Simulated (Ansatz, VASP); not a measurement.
## Cross-check of PdRu2W between VASP and Ansatz

One calculation is typed for both programs; each brings its own data sets and cutoff. How far apart do they land? The cell is invented: Sites of the MoPdRu2 structure (space group 187) filled with other elements, volume scaled by an estimate. It may not be a known or stable phase.

Program: Ansatz 0.2.0. Level of theory: plane waves, with VASP 6.6.1 beside it; relaxation of cell and atoms at PBE. Results are calculated unless marked as measured.

### Step 1. The starting structure

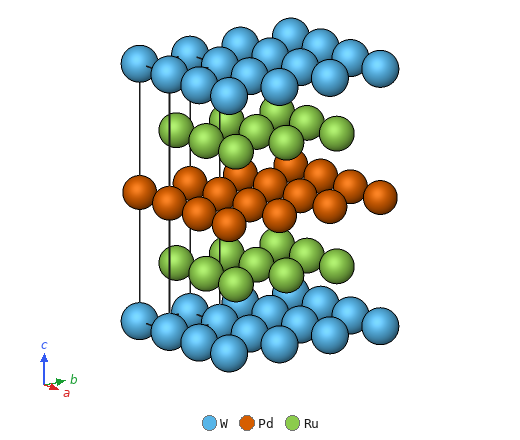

Start, viewed slightly off an axis; tungsten blue, palladium orange, ruthenium green. 3×3×1 cells are drawn. Some periodic images of atoms are drawn too.

As a file:

```xyz
4
Lattice="2.7842 0.0000 0.0000 -1.3921 2.4112 0.0000 0.0000 0.0000 8.9292" Properties=species:S:1:pos:R:3 pbc="T T T"
W     0.0000    0.0000    0.0000
Pd    0.0000    0.0000    4.4646
Ru    1.3921    0.8037    2.1622
Ru    1.3921    0.8037    6.7670
```

### Step 2. VASP: relaxation of cell and atoms, PBE

The relaxed volume is the usual yardstick between codes: its relative difference is about their pressure difference at one cell divided by the bulk modulus.

Lines of VASP's logs that name or quote its potential files are left out, and so is its time.

INCAR reads:

```
SYSTEM = PdRu2W
PREC = Accurate
ENCUT = 400
EDIFF = 1E-06
NELM = 100
ISMEAR = -1
SIGMA = 0.05
LREAL = .FALSE.
ALGO = Normal
GGA = PE
NBANDS = 28
LORBIT = 11
LWAVE = .FALSE.
LCHARG = .FALSE.
KPAR = 2
IBRION = 2
NSW = 60
ISIF = 3
EDIFFG = -0.01
```

POSCAR reads:

```
PdRu2W
1.0
    2.7842020000      0.0000000000      0.0000000000
   -1.3921010000      2.4111900000      0.0000000000
    0.0000000000      0.0000000000      8.9291930000
W Pd Ru
1 1 2
Direct
    0.0000000000      0.0000000000      0.0000000000
    0.0000000000      0.0000000000      0.5000000000
    0.6666666700      0.3333333300      0.2421510000
    0.6666666700      0.3333333300      0.7578490000
```

KPOINTS reads:

```
Automatic mesh
0
Gamma
9 9 3
0 0 0
```

Potentials, in the order of the species: W, Pd and Ru_pv (PBE family, release 64).

On the command line:

```bash
> mpirun -np 2 vasp_std
```

Numbers of over 12 decimals in the logs are rounded to 6 here.

Log:

```text
[banner, memory and clock lines left out]
running    2 mpi-ranks, on    1 nodes
 distrk:  each k-point on    1 cores,    2 groups
 distr:  one band on    1 cores,    1 groups

 POSCAR found type information on POSCAR W PdRu
 POSCAR found :  3 types and       4 ions
 LDA part: xc-table for (Slater+PW92), standard interpolation
 POSCAR, INCAR and KPOINTS ok, starting setup
 FFT: planning ... GRIDC
 FFT: planning ... GRID_SOFT
 FFT: planning ... GRID
 WAVECAR not read
 entering main loop
       N       E                     dE             d eps       ncg     rms          rms(c)
DAV:   1     0.326893293554E+03    0.32689E+03   -0.22416E+04  1536   0.132E+03
DAV:   2    -0.264365460018E+02   -0.35333E+03   -0.34156E+03  1460   0.400E+02
DAV:   3    -0.386224247701E+02   -0.12186E+02   -0.11591E+02  1644   0.740E+01
DAV:   4    -0.388506566561E+02   -0.22823E+00   -0.22733E+00  1548   0.939E+00
DAV:   5    -0.388566433176E+02   -0.59867E-02   -0.59756E-02  1692   0.145E+00    0.273E+01
DAV:   6    -0.397576912599E+02   -0.90105E+00   -0.31234E+01  1640   0.375E+01    0.181E+01
DAV:   7    -0.373911046883E+02    0.23666E+01   -0.20932E+01  1676   0.292E+01    0.877E+00
DAV:   8    -0.364986175353E+02    0.89249E+00   -0.52935E+00  1660   0.155E+01    0.493E+00
DAV:   9    -0.363650280625E+02    0.13359E+00   -0.11811E+00  1564   0.829E+00    0.201E+00
DAV:  10    -0.363498682115E+02    0.15160E-01   -0.21025E-01  1472   0.369E+00    0.105E+00
DAV:  11    -0.363407119206E+02    0.91563E-02   -0.46859E-02  1560   0.197E+00    0.258E-01
DAV:  12    -0.363404955224E+02    0.21640E-03   -0.19359E-03  1500   0.297E-01    0.116E-01
DAV:  13    -0.363404104931E+02    0.85029E-04   -0.45063E-04  1640   0.163E-01    0.258E-02
DAV:  14    -0.363404120605E+02   -0.15673E-05   -0.32711E-05  1508   0.373E-02    0.759E-03
DAV:  15    -0.363404120610E+02   -0.56662E-09   -0.22983E-06  1032   0.112E-02
   1 F= -.36340412E+02 E0= -.36319895E+02  d E =-.363404E+02
[... from here on, the cycles between the ionic steps are left out ...]
   2 F= -.36275542E+02 E0= -.36257424E+02  d E =0.648703E-01
   3 F= -.36351256E+02 E0= -.36331416E+02  d E =-.108444E-01
   4 F= -.36351258E+02 E0= -.36331429E+02  d E =-.108461E-01
   5 F= -.36351692E+02 E0= -.36332249E+02  d E =-.433449E-03
   6 F= -.36351689E+02 E0= -.36332282E+02  d E =-.431118E-03
   7 F= -.36351692E+02 E0= -.36332267E+02  d E =-.433476E-03
   8 F= -.36351692E+02 E0= -.36332265E+02  d E =-.434112E-03
 curvature:  -0.17 expect dE=-0.230E-04 dE for cont linesearch -0.450E-06
 ZBRENT: accuracy reached
 trial: gam= 0.18153 g(F)=  0.524E-04 g(S)=  0.836E-04 ort =-0.521E-04 (trialstep = 0.861E+00)
 search vector abs. value=  0.151E-03
 bond charge predicted
       N       E                     dE             d eps       ncg     rms          rms(c)
DAV:   1    -0.363516264722E+02    0.65958E-04   -0.37849E-02  1440   0.256E+00    0.714E-02
DAV:   2    -0.363517853317E+02   -0.15886E-03   -0.25101E-03  1344   0.429E-01    0.390E-02
DAV:   3    -0.363517755213E+02    0.98104E-05   -0.15820E-04  1692   0.982E-02    0.421E-02
DAV:   4    -0.363517552687E+02    0.20253E-04   -0.64386E-05  1660   0.603E-02    0.163E-02
DAV:   5    -0.363517572746E+02   -0.20059E-05   -0.27151E-05  1556   0.360E-02    0.173E-02
DAV:   6    -0.363517540172E+02    0.32574E-05   -0.19366E-05  1412   0.325E-02    0.731E-03
DAV:   7    -0.363517542713E+02   -0.25412E-06   -0.72384E-07   704   0.616E-03
   9 F= -.36351754E+02 E0= -.36332295E+02  d E =-.619750E-04
 trial-energy change:   -0.000062  1 .order   -0.000069   -0.000109   -0.000029
 step:   1.1680(harm=  1.1680)  dis= 0.00203  next Energy=   -36.351766 (dE=-0.739E-04)
 reached required accuracy - stopping structural energy minimisation
```

OUTCAR, selected parts (step 2):

```text
ion  position               nearest neighbor table
   1  0.000  0.000  0.000-   3 2.69   4 2.69   3 2.69   4 2.69   3 2.69   4 2.69
   2  0.000  0.000  0.500-   3 2.81   4 2.81   3 2.81   4 2.81   3 2.81   4 2.81
   3  0.667  0.333  0.242-   1 2.69   1 2.69   1 2.69   2 2.81   2 2.81   2 2.81
   4  0.667  0.333  0.758-   1 2.69   1 2.69   1 2.69   2 2.81   2 2.81   2 2.81

  LATTYP: Found a hexagonal cell.
 ALAT       =     2.7842020000
 C/A-ratio  =     3.2070923733

 Subroutine GETGRP returns: Found 12 space group operations
 (whereof 12 operations were pure point group operations)

The static configuration has the point symmetry D_3h.

 Found     24 irreducible k-points:

   k-points           NKPTS =     24   k-points in BZ     NKDIM =     24   number of bands    NBANDS=     28

   dimension x,y,z NGX =    18 NGY =   18 NGZ =   60
   dimension x,y,z NGXF=    36 NGYF=   36 NGZF=  120

   ENCUT  =  400.0 eV  29.40 Ry    5.42 a.u.   4.54  4.54 14.56*2*pi/ulx,y,z

   NELECT =      44.0000    total number of electrons

 k-points in reciprocal lattice and weights: Automatic mesh
   0.00000000  0.00000000  0.00000000       0.004
   0.11111111 -0.00000000  0.00000000       0.025
   0.22222222 -0.00000000  0.00000000       0.025
   0.33333333 -0.00000000  0.00000000       0.025
   0.44444444 -0.00000000  0.00000000       0.025
   0.11111111  0.11111111  0.00000000       0.025
   0.22222222  0.11111111  0.00000000       0.049
   0.33333333  0.11111111  0.00000000       0.049
   0.44444444  0.11111111  0.00000000       0.025
[...]
0.33333333  0.22222222  0.33333333       0.099
   0.33333333  0.33333333  0.33333333       0.016

 average (electrostatic) potential at core
       1 -34.9675       2 -70.5508       3 -69.3931       4 -69.3931

 E-fermi :  10.1259

 k-point     1 :       0.0000    0.0000    0.0000
  band No.  band energies     occupation
    ...
     19       8.7468      2.00000
     20       8.7468      2.00000
     21       9.0503      2.00000
     22       9.2334      2.00000
     23       9.2334      2.00000
     24      10.3385      0.02809
     25      10.3385      0.02809
     26      11.3359      0.00000
     27      11.4465      0.00000
     28      11.4465      0.00000

 k-point     2 :       0.1111   -0.0000    0.0000
  band No.  band energies     occupation
    ...
     20       8.7394      2.00000
     21       8.9336      2.00000
     22       9.3304      2.00000
     23       9.4524      2.00000
     24       9.4706      2.00000
     25      10.2861      0.07802
     26      11.5784      0.00000
     27      11.5919      0.00000
     28      11.7023      0.00000

 k-point     3 :       0.2222   -0.0000    0.0000
  band No.  band energies     occupation
    ...
     20       8.9276      2.00000
     21       9.0759      2.00000
     22       9.5273      1.99999
     23       9.6607      1.99982
     24       9.8235      1.99529
     25      10.3010      0.05852
     26      12.1787      0.00000
     27      12.1824      0.00000
     28      12.3913      0.00000

  Total        0.0137195      0.0137195     -0.0170779      0.0000000      0.0000000      0.0000000
  in kB        0.3723965      0.3723966     -0.4635548      0.0000000      0.0000000      0.0000000
  external PRESSURE =       0.0937461 kB  Pullay stress =       0.0000000 kB

  energy-cutoff  :      400.00
  volume of cell :       59.03
      direct lattice vectors                 reciprocal lattice vectors
     2.767079742 -0.000000000 -0.000000000     0.361391826  0.208649639  0.000000000
    -1.383539871  2.396361683  0.000000000     0.000000000  0.417299278 -0.000000000
    -0.000000000  0.000000000  8.901635483     0.000000000  0.000000000  0.112338907

 POSITION                                       TOTAL-FORCE (eV/Angst)
 -----------------------------------------------------------------------------------
      2.76708     -0.00000     -0.00000        -0.000000      0.000000     -0.000000
      2.76708     -0.00000      4.45082        -0.000000      0.000000      0.000000
      1.38354      0.79879      2.15954        -0.000000     -0.000000      0.005827
      1.38354      0.79879      6.74210         0.000000     -0.000000     -0.005827
 -----------------------------------------------------------------------------------
    total drift:                               -0.000026      0.000018      0.000000

  FREE ENERGIE OF THE ION-ELECTRON SYSTEM (eV)
  ---------------------------------------------------
  free  energy   TOTEN  =       -36.3517542713 eV

  energy  without entropy=      -36.3128353772  energy(sigma->0) =      -36.33229482

 reached required accuracy - stopping structural energy minimisation

 total charge
# of ion       s       p       d       tot
------------------------------------------
    1        0.715   0.712   4.243   5.670
    2        0.515   0.505   8.453   9.472
    3        0.384   6.250   5.977  12.611
    4        0.384   6.250   5.977  12.611
--------------------------------------------------
tot          1.998  13.717  24.650  40.364

[... 3 further parts left out ...]
```

### Step 3. Ansatz: relaxation of cell and atoms, PBE

Ansatz runs on its default PAW (the set named soft_2) files.

The same cell, functional, mesh and smearing now go to Ansatz, which takes its cutoff from its data sets.

input.yaml reads:

```yaml
crystal:
  lattice:
    - [2.784202, 0.0, 0.0]
    - [-1.392101, 2.41119, 0.0]
    - [0.0, 0.0, 8.929193]
  atoms:
    - { symbol: W, position: [0.0, 0.0, 0.0] }
    - { symbol: Pd, position: [0.0, 0.0, 0.5] }
    - { symbol: Ru, position: [0.66666667, 0.33333333, 0.242151] }
    - { symbol: Ru, position: [0.66666667, 0.33333333, 0.757849] }
hamiltonian:
  xc: pbe
  pseudopotentials: { kind: paw }
kpoints:
  mp_grid: { grid: [9, 9, 3] }
scf:
  occupations: { method: fermi_dirac, width: 0.05 }
relax:
  f_tol: 0.01
  max_steps: 60
  cell: { stress_tol: 0.05 }
output:
  forces: true
  stress: true
  write_density: true
  write_potential: true
  elf: true
  volumetric_format: npy
```

On the command line:

```bash
> ansatz run input.yaml --threads 4 --pin off --max-ram 9216MiB --backend cpu --events-out ev --progress --plain --runs-dir out
```

Log:

```text
Engine: ansatz 0.2.0, aarch64-unknown-linux-gnu
Pseudopotentials: kind: paw
Pseudopotential: W, paw, valence charge 14, recommended cutoff 420 eV (normal), W.paw.azcp
Pseudopotential: Pd, paw, valence charge 18, recommended cutoff 420 eV (normal), Pd.paw.azcp
Pseudopotential: Ru, paw, valence charge 16, recommended cutoff 420 eV (normal), Ru.paw.azcp
Functional definition: PBE
  parameter kappa = 0.804
  parameter beta = 0.066725
  exchange = pbe_x(kappa = kappa, mu = beta*pi^2/3)
  correlation = pbe_c(beta = beta)
Crystal: 4 atoms, lattice volume = 59.944 Å³
Basis set: ecut = 420 eV, 1169 PW (Γ), exchange–correlation on 40×40×120 points (8 copies of the dense FFT grid, shifted against one another)
Bands: 39, of which v1, the nominal top of the filled ones, is band 32 counted from 1 (31 counted from 0)
Symmetry: 12 space group operations
Space group: P-6m2 (ITA 187), of the structure as read, at distance tolerance 3.9e-5 Å
k-points: 24 of 243 (time reversal used)
Non-local potential: W, projectors of the file, l = 0: 3, l = 1: 2, l = 2: 2, l = 3: 1
Non-local potential: Pd, projectors of the file, l = 0: 2, l = 1: 2, l = 2: 2, l = 3: 1
Non-local potential: Ru, projectors of the file, l = 0: 3, l = 1: 2, l = 2: 2, l = 3: 1
PAW form: soft (Blöchl's): semilocal exchange-correlation on the pseudo side does not see the compensation charge
PAW one-centre angular grid: W, 590 points (default); XC on 64 Gauss nodes
PAW one-centre angular grid: Pd, 590 points (default); XC on 64 Gauss nodes
PAW one-centre angular grid: Ru, 590 points (default); XC on 64 Gauss nodes
Initial density: superposition of atomic densities (neutral atoms: chi_scale 0, normalization atom), corrected by the library's trained network
Initial wavefunctions: pseudopotential atomic-orbital guess
Functional: x = pbe(κ = 0.804, μ = 0.219515), c = pbe(β = 0.066725)
SCF iter   1: F=—  HF=-29114.730713 eV  |F-HF|=—  |Δ(HF+E_count)|=         —  Δρ=1.64e-2  dr2=8.28e-1  ethr=1.77e-3  ⟨swp⟩=6.2  Hψ=3233  notcnv=0
preconditioner: auto → Kerker (q_TF=auto, 2.758 Å⁻¹)  [metal: Δε(μ)=0.048 eV  Ē_g=5.297 eV  σ=0.050 eV  W_gap=0.23  n_scr=24 (ndim 8)  ℏωp=27.1 eV  f_vac=0.000  D(μ)=4.49/eV (n_scr^D=52)]
SCF iter   2: F=—  HF=-29114.707837 eV  |F-HF|=—  |Δ(HF+E_count)|=   2.29e-2  Δρ=8.37e-3  dr2=2.95e-1  ethr=1.29e-3  ⟨swp⟩=1.0  Hψ=1128  notcnv=0
SCF iter   3: F=—  HF=-29114.694344 eV  |F-HF|=—  |Δ(HF+E_count)|=   1.35e-2  Δρ=1.53e-3  dr2=1.12e-2  ethr=4.61e-4  ⟨swp⟩=1.6  Hψ=941  notcnv=0
SCF iter   4: F=—  HF=-29114.693802 eV  |F-HF|=—  |Δ(HF+E_count)|=   5.42e-4  Δρ=5.32e-4  dr2=6.80e-4  ethr=1.74e-5  ⟨swp⟩=1.0  Hψ=910  notcnv=0  defer=4
SCF iter   5: F=—  HF=-29114.693722 eV  |F-HF|=—  |Δ(HF+E_count)|=   8.03e-5  Δρ=1.79e-4  dr2=8.09e-5  ethr=1.06e-6  ⟨swp⟩=2.2  Hψ=1227  notcnv=0  defer=4
SCF iter   6: F=—  HF=-29114.693710 eV  |F-HF|=—  |Δ(HF+E_count)|=   1.21e-5  Δρ=4.42e-5  dr2=2.07e-6  ethr=1.26e-7  ⟨swp⟩=1.5  Hψ=1031  notcnv=0  defer=13
SCF iter   7: F=-29114.693709 eV  HF=-29114.693709 eV  |F-HF|=3.75e-8  |Δ(HF+E_count)|=   3.64e-7  Δρ=1.02e-5  dr2=7.65e-8  ethr=1.56e-10  ⟨swp⟩=7.0  Hψ=6460  notcnv=0
SCF 1 converged in 7 iterations: F = -29114.693709 eV  dr2 = 7.65e-8
  greatest PAW one-centre occupation: 1.000 electrons in one spin orbital (limit 2), on the W atom at site 0 (counted from 0), in its partial waves of l = 0
relax step   1: F+E_penalty+E_count = -29114.69370937 eV  Δ(F+E_penalty+E_count) = +0.000e0 eV  max|allowed force component| = 3.113e-4 eV/Å  Δτ_max = 0.0000 Å  P = -2.515 GPa  Ω = 59.944 Å³  (7 SCF iters, dr2 threshold 1.00e-7 eV, accepted)
[...]
relax step   2: F+E_penalty+E_count = -29114.68694768 eV  Δ(F+E_penalty+E_count) = +6.762e-3 eV  max|allowed force component| = 7.444e-2 eV/Å  Δτ_max = 0.0067 Å  P = +4.310 GPa  Ω = 58.362 Å³  energy of the carried Pulay correction = +6.637e-4 eV  (6 SCF iters, dr2 threshold 4.00e-7 eV, rejected (line search))
[...]
relax step   3: F+E_penalty+E_count = -29114.69907322 eV  Δ(F+E_penalty+E_count) = -5.364e-3 eV  max|allowed force component| = 1.183e-2 eV/Å  Δτ_max = 0.0039 Å  P = -0.063 GPa  Ω = 59.335 Å³  energy of the carried Pulay correction = +2.532e-4 eV  (9 SCF iters, accepted)
[...]
relax step   4: F+E_penalty+E_count = -29114.69910070 eV  Δ(F+E_penalty+E_count) = -2.747e-5 eV  max|allowed force component| = 4.555e-3 eV/Å  Δτ_max = 0.0007 Å  P = +0.016 GPa  Ω = 59.311 Å³  energy of the carried Pulay correction = +2.631e-4 eV  (6 SCF iters, dr2 threshold 2.23e-8 eV, accepted)
[...]
relax step   5: F+E_penalty+E_count = -29114.69880032 eV  Δ(F+E_penalty+E_count) = +3.004e-4 eV  max|allowed force component| = 4.623e-3 eV/Å  Δτ_max = 0.0000 Å  P = +0.022 GPa  Ω = 59.311 Å³  stress off target by 4.41e-2 GPa  SCF on the basis re-selected at this cell (its energy is not comparable with the rows above)  (10 SCF iters)
basis re-selected at this cell: Δ(F+E_penalty+E_count) = +3.004e-4 eV, ΔP = +0.007 GPa vs the last step (what re-selecting the basis moved, of the pressure what is left beyond the Pulay correction that the steps carried, after the strain that the cell walked since its last selection, with what the two solves' SCF thresholds leave and, on support functions, any second-order correction that the steps lacked; it is no m [...]
SCF converged after 10 iterations
Free energy (F): -29114.698800 eV
Harris-Foulkes:  -29114.698800 eV  (|F-HF|=3.64e-12)
Internal energy: -29114.659256 eV  (E = F + TS)
E sigma→0 (E₀):  -29114.679028 eV
Entropy (-TS):   -0.039544 eV (-9.886 meV/atom)
Fermi energy:    21.397146 eV
--- Per-component energies (eV) ---
  E_band       = -361.186333
  E_kinetic    = 1992.454598
  E_local      = -5137.137355  (includes V_loc(G=0)·N_el)
  E_nonlocal   = 904.801143
  E_hartree    = 1852.702226
  E_xc         = -816.417802
  E_vxc        = -928.457071  (∫ρ·V_xc dr)
  E_paw        = -19234.493688  (= ΣΔE_a)
  E_vpaw       = -898.251919  (= ΣTr[D̂ρ^β])
  E_aug_tail   = -0.000181  (compensation charges beyond the density's cutoff)
  E_ewald      = -8676.568197
  E_smearing   = -0.039544  (= −TS)
  E_closure    = -0.000000  (closes the sum)
  Σ components = -29114.698800   (vs F -29114.698800, Δ=0.00e0)
--- Forces (eV/Å), atoms counted from 1 ---
  atom   1  W      0.00000000    -0.00000000     0.00000000
  atom   2  Pd     0.00000000    -0.00000000     0.00000000
  atom   3  Ru     0.00000000     0.00000000     0.00462286
  atom   4  Ru     0.00000000     0.00000000    -0.00462286
  max |Σ_I F_I| component: 6.65e-17 eV/Å
--- Stress (GPa, compression-positive) ---
        0.011044       0.000000       0.000000
       -0.000000       0.011044       0.000000
        0.000000       0.000000       0.044132
  P = ⅓ Tr σ = 0.0221 GPa (0.221 kbar)
--- Band table (eV; the first three rows and the last of 24) ---
  k-point 0: bands = [... 28 lower, 20.0227, 20.0227, 20.3439, 20.5088, 20.5088, 21.6046, 21.6046, 22.6123, ... 3 higher]
  k-point 1: bands = [... 28 lower, 20.1750, 20.1750, 20.5192, 20.5192, 20.5234, 21.4666, 21.4666, 21.7470, ... 3 higher]
  k-point 2: bands = [... 28 lower, 19.9240, 20.0169, 20.2216, 20.6134, 20.7308, 20.7421, 21.5546, 22.8445, ... 3 higher]
  k-point 23: bands = [... 28 lower, 19.9158, 20.5643, 21.2507, 21.8305, 23.0071, 23.2026, 23.2666, 25.0558, ... 3 higher]
--- Relaxed structure (4 steps of the walk, 3 accepted, 1 SCFs on fresh bases) ---
  F+E_penalty+E_count = -29114.69880032 eV   max|allowed force component| = 4.623e-3 eV/Å   (the final SCF, on the basis selected at the relaxed cell)
  cell:  # Å, volume = 59.3115 Å³
    - [2.772775, 0.0, 0.0]
    - [-1.386387, 2.401293, 0.0]
    - [0.0, 0.0, 8.907975]
  atoms:
    - { symbol: W, position: [-9.251858607474694e-18, -1.8503717008154234e-17, 0.0] }
    - { symbol: Pd, position: [-9.251858607474694e-18, -1.8503717008154234e-17, 0.500000] }
    - { symbol: Ru, position: [0.666667, 0.333333, 0.242663] }
    - { symbol: Ru, position: [0.666667, 0.333333, 0.757337] }
```

Run time: 8.3 s. Hardware: 4 threads of Arm Neoverse V1, shared host; peak memory 0.41 GiB; 31 s of CPU time.

### Step 4. Comparison

Known differences besides the PAW data sets themselves: both relaxations stop at a tolerance, which leaves soft axes loose, and VASP keeps its plane-wave basis; the data sets hold 64 valence electrons in Ansatz (default PAW (the set named soft_2) files) and 44 in VASP; the cutoff is 420 eV in Ansatz and 400 eV in VASP; VASP leaves aspherical gradient terms in its spheres out (LASPH is not set), Ansatz keeps them; Ansatz adds a Pulay correction to the stress that steers its cell, VASP none. Total energies have different zeros and are not compared.

Compared:

| quantity | Ansatz | VASP | difference |
| --- | --- | --- | --- |
| volume (Å³) | 59.31 | 59.03 | +0.48 % |
| edge a after relaxation, in the typed setting (Å) | 2.773 | 2.767 | +0.21 % |
| edge c after relaxation, in the typed setting (Å) | 8.908 | 8.902 | +0.07 % |

The walks stopped with 0.02 GPa left in Ansatz and 0.01 GPa in VASP; each walk ends within a tolerance, so the volume difference is uncertain by about these residues over the bulk modulus, most in soft cells.

### Step 5. Summary of results

- difference in volume (relaxation of cell and atoms, PBE): 0.48 %

In words: The difference in volume is 0.48 % (relaxation of cell and atoms, PBE), within the 1.2 % picked in this series as the mark of a large difference, as far as the stopping tolerances let one tell. Differences of this kind measure data sets and numerical settings, not the functional's error against experiment.

[Lines on the potential files, build, host, timing and source positions are cut from VASP's logs without a mark.]

[Logs are printed without paths, hosts, clocks, repeated set-up lines and the standing remarks that a program may print on its own settings, such as how far it seeks lower states.]

[Hosts, paths, dates, database ids (printed as entryN), source tags and the programs' standing remarks are cut or masked in the printed files.]
